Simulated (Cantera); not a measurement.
Input: 1 mol Si3N4, 0.4 mol Si, 0.22 mol H2, 0.00059 mol H2O, at 2.50 Pa.

These are equilibrium values from Cantera (NASA tables, ideal gas, pure condensed phases), not measurements of a reactor. Candidate condensed phases: H2O, Si, SiO2, Si2N2O, Si3N4; 60 gas species. Ions and electrons are included (thermal ionisation). The tables' values for SiN are old estimates; treat these amounts as uncertain. Kinetics and transport are ignored.

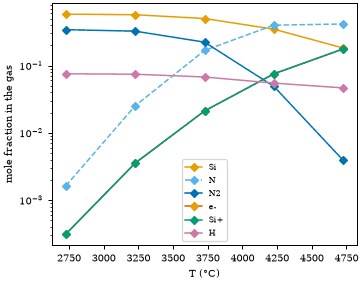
Fig. 1. Equilibrium gas composition (values under 1e-9 drawn at 1e-9)

From 2727 °C to 4727 °C nothing is condensed. The main Si-bearing gas is Si throughout.
